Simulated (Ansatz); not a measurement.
The reference is CuI in the zinc blende structure (space group F-43m, No. 216; a = 6.023 Å).

It is then changed as follows: 0.0382 holes added to each cell, a density of 7.0×10^20 cm⁻³, with a uniform compensating background at fixed cell and a 300 K Fermi–Dirac width.

Computed with Kohn–Sham DFT with the r2SCAN functional, run in Ansatz (a program for electronic structure) with PAW and 500 eV plane waves, no spin-orbit coupling.

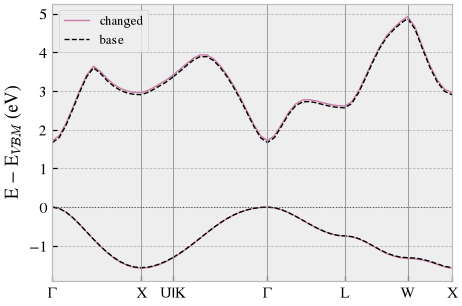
*Highest valence and lowest conduction band along the path, each from its own valence-band maximum*

From the figure, how large is the changed gap, and is it direct?

About 1.7 eV, direct at Γ.

Charged cell with a jellium background: band edges are those of the host's band count, energies are not comparable with the neutral cell, and many-body gap narrowing is missing. Spin-orbit coupling, missing from the scalar runs, can matter with I. Whether these cells are dynamically stable was not tested. The final runs are not spin-polarised.
